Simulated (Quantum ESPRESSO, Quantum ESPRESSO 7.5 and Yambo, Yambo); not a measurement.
# Excitons of InP (F-43m) on ever denser meshes

Aim: follow the lowest exciton of InP (F-43m) as the mesh is refined.

Program: Quantum ESPRESSO 7.5 and Yambo 5.3.0. Level of theory: PBE and many-body steps on it, plane waves. Results are calculated unless marked as measured.

## (1) The starting structure

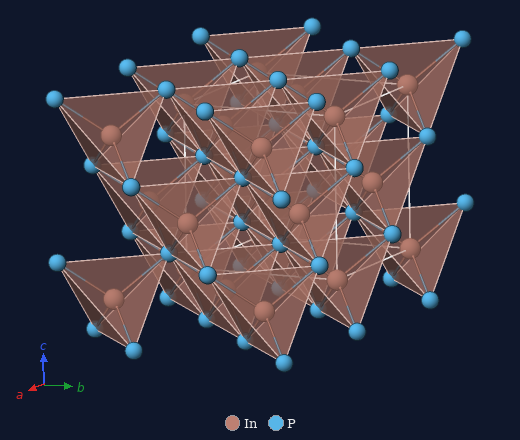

The cell as given, slightly off an axis (indium pink, phosphorus blue). 2×1×1 cells are drawn. This picture shows the conventional cell, with its axes. Some periodic images of atoms are drawn too.

The cell and positions come from the Crystallography Open Database and are kept as given unless a step says otherwise.

## (2) Empty states on the mesh, 4×4×4 mesh, 127 bands

This step: Quantum ESPRESSO 7.5; DFT, PBE, plane waves, norm-conserving pseudopotentials.

The sums over transitions need many empty states on a uniform mesh; this step solves for them.

The input, pw.in:

```
&control
  calculation = 'nscf'
  prefix = 'x'
  outdir = 'o'
  pseudo_dir = 'pseudo'
/
&system
  ibrav = 0
  nat = 2
  ntyp = 2
  ecutwfc = 80.0
  nbnd = 127
  force_symmorphic = .true.
/
&electrons
  conv_thr = 1e-9
  electron_maxstep = 80
  diago_full_acc = .true.
  diago_thr_init = 5e-6
/
ATOMIC_SPECIES
  In 114.82 In.upf
  P 30.974 P.upf
CELL_PARAMETERS angstrom
  -0.0000000000 2.9343500000 2.9343500000
  2.9343500000 -0.0000000000 2.9343500000
  2.9343500000 2.9343500000 -0.0000000000
ATOMIC_POSITIONS crystal
  In 0.0000000000 0.0000000000 0.0000000000
  P 0.2500000000 0.2500000000 0.2500000000
K_POINTS automatic
  4 4 4 0 0 0
```

Run with:

```bash
OMP_NUM_THREADS=1 mpirun -n 8 pw.x -nk 4 -in pw.in > pw.out
```

Output:

```text
Program PWSCF v.7.5 starts

     This program is part of the open-source Quantum ESPRESSO suite
     for quantum simulation of materials; please cite
         "P. Giannozzi et al., J. Phys.:Condens. Matter 21 395502 (2009);
         "P. Giannozzi et al., J. Phys.:Condens. Matter 29 465901 (2017);
         "P. Giannozzi et al., J. Chem. Phys. 152 154105 (2020);
     in publications or presentations arising from this work. More details at

     Atomic positions and unit cell read from directory:
     o/x.save/

     Message from routine setup:
[...]
64.4159  66.7542  66.7542  66.8024  67.0517  67.0517  68.1622  68.8442
     [... 4 further rows ...]
    91.8718  91.8718  92.4602  92.4602  94.3707  94.5737  94.5737  94.8385
    95.3697  95.3697  96.8620  96.8620  97.7591  98.2623  98.9412

          k = 0.3536 0.0000 0.0000 (  4088 PWs)   bands (ev):

     [... further k-points ...]

     highest occupied, lowest unoccupied level (ev):     8.2604    8.9469

     XML data file, pseudopotentials, collected wavefunctions

=------------------------------------------------------------------------------=
   JOB DONE.
=------------------------------------------------------------------------------=
```

The job ended after 5.1 s (8 MPI ranks of Arm Neoverse V2, shared host; peak memory 0.54 GiB).

This step gave:

- gap: 0.6864 eV
- k of the valence top: 0, 0, 0
- k of the conduction bottom: 0, 0, 0
- least direct gap: 0.6864 eV
- k points computed: 8
- lowest point of the top converged band, above the valence top: 89.0312 eV

On this mesh the gap is 0.686 eV.

The density comes from a self-consistent run that is not shown.

## (3) Conversion and set-up

This step: Yambo 5.3.0; conversion and set-up on PBE, plane waves, norm-conserving pseudopotentials.

The states are converted to the many-body program's format and the q mesh is built.

Run with:

```bash
(cd o/x.save; p2y > p2y.log; mv SAVE ../..); yambo > setup.log
```

Output:

```text
 Yambo, version 5.3.0

 [02] CORE Variables Setup
 =========================

  [02.01] Unit cells
  ==================

  Cell kind             :  FCC
  Atoms in the cell     :  In  P
  number of In atoms    :  1
  number of P  atoms    :  1

  List of atomic masses
  Mass of In    :  114.8200
  Mass of P     :  30.97400

  List of atomic coordinates    : [cc]
  In1       :  0.000000  0.000000  0.000000  order 1
  P1       :  2.772559  2.772559  2.772559  order 2

  Alat factors          :  5.545118  5.545118  5.545118 [a.u.]
  Direct lattice volume :  341.0062 [a.u.]
[...]
==========================================

 IBZ Q-points                                      :   8
 BZ  Q-points                                      :   64

 K/Q-points units:
 rlu = crystal or reduced units; cc = cartesian coordinates; iku = interal k-units

 Q [1]          [rlu]:  0.000000  0.000000  0.000000
 Q [2]          [rlu]:  0.92257E-17  0.92257E-17  0.25000
 Q [3]          [rlu]: -0.18451E-16 -0.18451E-16 -0.50000
[...]
Q [7]          [rlu]:  0.40653E-17 -0.50000     -0.50000
 Q [8]          [rlu]:  0.250000 -0.500000 -0.250000

  [03.01] X indexes
  =================

   [03.01.01] Sigma indexes
   ========================

 [06] Game Over & Game summary
```

The job ended after 2.4 s (1 MPI rank; peak memory 0.25 GiB).

## (4) Screening and self-energy, 4×4×4 mesh, 127 bands, screening to 163.3 eV

G0W0 replaces the xc potential by the self-energy, built once from these orbitals. Only a window of levels is corrected, while the sums run over the empty bands that the input names.

This step: G0W0 on PBE, plane waves, norm-conserving pseudopotentials.

The input, gw1.in:

```
HF_and_locXC
gw0
dyson
ppa
em1d
rim_cut
RandQpts= 1000000
RandGvec= 1 RL
EXXRLvcs= 80 Ry
VXCRLvcs= 320 Ry
Chimod= "HARTREE"
% BndsRnXp
 1 | 127 |
%
NGsBlkXp= 12 Ry
% LongDrXp
 1 | 1 | 1 |
%
% GbndRnge
 1 | 127 |
%
DysSolver= "n"
ExtendOut
PPAPntXp= 27.21138 eV
% QPkrange
 1 | 1 | 12 | 15 |
%
```

Run with:

```bash
OMP_NUM_THREADS=1 mpirun -n 8 yambo -F gw1.in -J gw1 -C gw1 > gw1.log
```

Output:

```text
 Yambo, version 5.3.0

 [02] CORE Variables Setup
 =========================

  [... cell, symmetries and grids as in the set-up ...]

  [02.05] Energies & Occupations
  ==============================

  [X] === General ===
  [X] Electronic Temperature                        :  0.000000  0.000000 [eV K]
  [X] Bosonic    Temperature                        :  0.000000  0.000000 [eV K]
  [X] Finite Temperature mode                       : no
  [X] El. density                                   :  0.51453E+24 [cm-3]
[...]
Sx RL components                                 :   4279

   QP @ state[ 1 ] K range                          :  1  1
   QP @ state[ 1 ] b range                          :  12  15
   GF energies kind                                 : Perdew, Burke & Ernzerhof(X)+Perdew, Burke & Ernzerhof(C)
   GF WF`s kind                                     : Perdew, Burke & Ernzerhof(X)+Perdew, Burke & Ernzerhof(C)
   Xs energies kind                                 : Perdew, Burke & Ernzerhof(X)+Perdew, Burke & Ernzerhof(C)
   Xs WF`s kind                                     : Perdew, Burke & Ernzerhof(X)+Perdew, Burke & Ernzerhof(C)

 [11] Game Over & Game summary
```

It took 43 s on 8 MPI ranks; peak memory 3.1 GiB; 5.6 min of CPU time.

Numbers from this step:

- G0W0 gap on the points computed: 1.374 eV
- starting gap on the mesh: 0.6864 eV
- k of the valence top: 0, 0, 0
- k of the conduction bottom: 0, 0, 0
- least direct G0W0 gap on the computed points: 1.374 eV

The gap on the mesh goes from 0.69 eV to 1.37 eV, a correction of +0.69 eV.

The gap opens by 0.688 eV; the next steps shift the empty bands rigidly by 0.688 eV.

## (5) Empty states on the mesh, 4×4×4 mesh, 24 bands

This step: Quantum ESPRESSO 7.5; DFT, PBE, plane waves, norm-conserving pseudopotentials.

pw.in: that of step 2 with these lines changed.

```diff
@@ -11,3 +11,3 @@
   ecutwfc = 80.0
-  nbnd = 127
+  nbnd = 24
   force_symmorphic = .true.
```

Run with:

```bash
OMP_NUM_THREADS=1 mpirun -n 8 pw.x -nk 4 -in pw.in > pw.out
```

Output:

```text
[banner, memory and clock lines left out]
Program PWSCF v.7.5 starts

     Atomic positions and unit cell read from directory:
     o/x.save/

     Message from routine setup:
     using ibrav=0 with symmetry is DISCOURAGED, use correct ibrav instead

     bravais-lattice index     =            0
     lattice parameter (alat)  =       7.8420  a.u.
     unit-cell volume          =     341.0062 (a.u.)^3
     number of atoms/cell      =            2
     number of atomic types    =            2
     number of electrons       =        26.00
[...]
-5.7871  -3.2311   8.2604   8.2604   8.2604   8.9469  12.3492  12.3492
    12.3492  16.8336  17.6674  17.6674  19.4792  19.4792  19.4792  22.1665

          k = 0.1768 0.1768-0.1768 (  4122 PWs)   bands (ev):

[...]
k =-0.3536-0.3536 0.3536 (  4140 PWs)   bands (ev):

[...]
-5.7736  -1.5215   2.5500   7.2954   7.2954   9.7486  13.0652  13.0652
    15.3682  17.7401  18.8883  18.8883  20.5878  20.9295  20.9295  26.4405

          k = 0.3536 0.0000 0.0000 (  4088 PWs)   bands (ev):

     [... further k-points ...]

     highest occupied, lowest unoccupied level (ev):     8.2604    8.9469

     XML data file, pseudopotentials, collected wavefunctions
```

It took 1.3 s on 8 MPI ranks; peak memory 0.05 GiB.

Numbers from this step:

```
gap                                                           : 0.6864 eV
k of the valence top                                          : 0, 0, 0
k of the conduction bottom                                    : 0, 0, 0
least direct gap                                              : 0.6864 eV
k points computed                                             : 8
lowest point of the top converged band, above the valence top : 13.91 eV
```

On this mesh the gap is 0.686 eV.

## (6) Conversion and set-up

This step: Yambo 5.3.0; conversion and set-up on PBE, plane waves, norm-conserving pseudopotentials.

Run with:

```bash
(cd o/x.save; p2y > p2y.log; mv SAVE ../..); yambo > setup.log
```

Output:

```text
 Yambo, version 5.3.0

 [02] CORE Variables Setup
 =========================

  [02.01] Unit cells
  ==================

  Cell kind             :  FCC
  Atoms in the cell     :  In  P
  number of In atoms    :  1
  number of P  atoms    :  1

  List of atomic masses
  Mass of In    :  114.8200
  Mass of P     :  30.97400

  List of atomic coordinates    : [cc]
  In1       :  0.000000  0.000000  0.000000  order 1
  P1       :  2.772559  2.772559  2.772559  order 2

  Alat factors          :  5.545118  5.545118  5.545118 [a.u.]
  Direct lattice volume :  341.0062 [a.u.]
[...]
==========================================

 IBZ Q-points                                      :   8
 BZ  Q-points                                      :   64

 K/Q-points units:
 rlu = crystal or reduced units; cc = cartesian coordinates; iku = interal k-units

 Q [1]          [rlu]:  0.000000  0.000000  0.000000
 Q [2]          [rlu]:  0.92257E-17  0.92257E-17  0.25000
 Q [3]          [rlu]: -0.18451E-16 -0.18451E-16 -0.50000
[...]
Q [7]          [rlu]:  0.40653E-17 -0.50000     -0.50000
 Q [8]          [rlu]:  0.250000 -0.500000 -0.250000

  [03.01] X indexes
  =================

   [03.01.01] Sigma indexes
   ========================

 [06] Game Over & Game summary
```

It took 2.3 s on 1 MPI rank; peak memory 0.25 GiB.

(Part 1 of 4 ends here.)

[Paths, hosts, dates, memory and timing lines, banners, echoed tables and standing remarks are left out of the program output.]

[Logs are printed without paths, hosts, clocks, repeated set-up lines and the standing remarks that a program may print on its own settings, such as how far it seeks lower states.]

[Runs of the session that timed out or met a known fault of the program may be left out.]

[Hosts, paths, dates, database ids (printed as entryN), source tags and the programs' standing remarks are cut or masked in the printed files.]
